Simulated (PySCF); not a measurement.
Molecule: SMILES [SiH]1[SiH2][SiH2][SiH2][SiH2]1, doublet. Atoms near the plane z = 0.0 Å, at the B3LYP/def2-SVP optimised geometry (x, y, z in Å): Si1 (1.3, -0.6, -1.1), Si4 (-1.6, 1.4, 0.0), Si5 (0.7, 1.4, 0.0), H6 (2.2, -1.5, -0.3), H7 (-1.1, -2.8, -1.0), H11 (-2.2, 2.8, 0.0), H13 (1.2, 2.6, -0.8).

Method: unrestricted B3LYP/def2-TZVP (PySCF). Cells within 0.4 Å of a nucleus heavier than hydrogen are left out (blank, or x). The values are rescaled to run from 0 to 1.

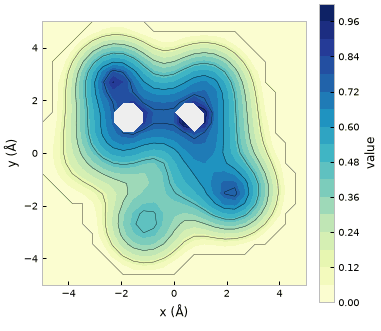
*a field on the plane z = 0.0 Å.*

Q: Which quantity is mapped?
A. electrostatic potential
B. an orbital amplitude
C. log10 of the electron density
D. spin density

A: C, log10 of the electron density. In full: log10 of the electron density (e/bohr³), floored at −4.
